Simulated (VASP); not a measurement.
Band structure of Be₂Si (space group Pn-3m). Method: PBE GGA, VASP's PBE PAW potentials (set 64) (plane waves; VASP).

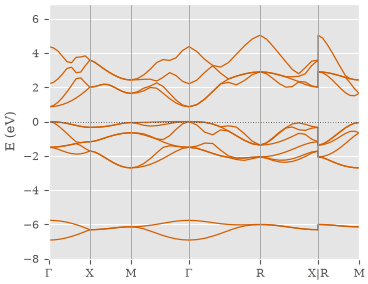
Figure: Bands along high-symmetry lines, zero at the valence-band maximum or, without a gap, the Fermi level

Question: Read the plot: is there a gap, and where are the band edges?

Answer: The gap is direct, 0.86 eV, from the valence maximum at Γ to the conduction minimum at Γ.

The structure was generated: Be2Si was put into an ordered model structure, which need not be its known phase. The cell was not relaxed at this level.
